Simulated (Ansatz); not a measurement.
# Single-point calculation, with input and output: HfO₂ (charge +1)

- system: HfO₂, charge +1, multiplicity 2
- method: UKS revPBE0-d3bjatm/def2-SVPD (Ansatz 0.2.0)

The geometry comes from this level: PBE0-D4/def2-TZVP.

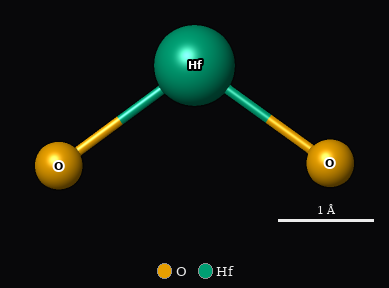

*The input geometry (ball-and-stick view, seen on its broad side). Sticks mark near contacts.*

**Outcome**

| quantity | value |
| --- | --- |
| outcome | refused by the program |
| hardware | 4 threads of Arm Neoverse V2, 23 GiB of memory available, shared host |

**Diagnosis**

The program refused the input: “[file] the basis set cc-pVTZ-JKFIT has no functions for Hf”

**The input**
```yaml
crystal:
  periodic: [false, false, false]
  atoms:
    - {symbol: O, position_ang: [0.656347, 1.263535, 0.388504]}
    - {symbol: Hf, position_ang: [0.353213, -0.486127, 0.356260]}
    - {symbol: O, position_ang: [-1.009560, -0.777408, -0.744764]}
basis:
  gaussian: {orbitals: def2-SVPD, fitting: {mean_field: cc-pVTZ-jkfit}, nuclear_model: gaussian}
total_charge: 1
magnetization: {spin_polarized: true, initial_magnetization: 1}
hamiltonian: {xc: {name: revPBE0}, dispersion: d3bjatm, pseudopotentials: {relativity: none}}
```

Launched with:
```bash
ansatz run in.yaml --threads 4 --pin off --events-out ev --progress --plain --max-ram 10444MiB
```

**The program's output**
```
Functional definition: revPBE0
  name "revPBE0"
  cite "Zhang & Yang, Phys. Rev. Lett. 80, 890 (1998) doi:10.1103/PhysRevLett.80.890"
  cite "Adamo & Barone, J. Chem. Phys. 110, 6158 (1999) doi:10.1063/1.478522"
  cite "Perdew, Burke & Ernzerhof, Phys. Rev. Lett. 77, 3865 (1996) doi:10.1103/PhysRevLett.77.3865"
  parameter a = 0.25
  parameter kappa = 1.245
  parameter beta = 0.06672455060314922
  exchange = (1 - a)*pbe_x(kappa = kappa, mu = beta*pi^2/3) + a*exact_x
  correlation = pbe_c(beta = beta)
Error: [file] the basis set cc-pVTZ-JKFIT has no functions for Hf
```
